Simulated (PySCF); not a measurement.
SMILES F[Si](F)(F)c1ccccc1 (C6H5F3Si), singlet at its GFN2-xTB optimised geometry (Å):

```
15

F     -1.5826    -2.5263    -1.4498
Si    -1.3400    -1.8927    -0.0120
F     -2.7994    -1.7712     0.6016
F     -0.6438    -3.0653     0.8021
C     -0.3855    -0.2927     0.0000
C     -1.0472     0.9371     0.0014
C     -0.3376     2.1236     0.0015
C      1.0472     2.1050    -0.0002
C      1.7198     0.8942     0.0000
C      1.0111    -0.2927     0.0000
H     -2.1269     0.9598     0.0058
H     -0.8660     3.0653     0.0033
H      1.6012     3.0320    -0.0001
H      2.7994     0.8751     0.0007
H      1.5429    -1.2327     0.0032
```

Method: PBE0/def2-TZVP in PySCF. Cells within 0.4 Å of a nucleus heavier than hydrogen are left out (blank, or x).

Map of the electrostatic potential (hartree/e), clipped to [-0.08, 0.12] on the plane z = 0.0 Å:

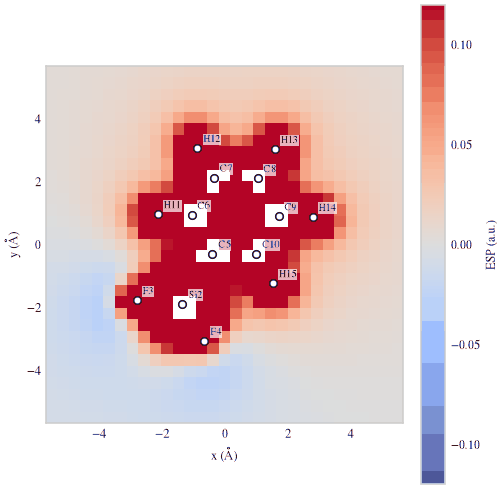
Figure. Electrostatic potential (hartree/e), clipped to [-0.08, 0.12] on the plane z = 0.0 Å.
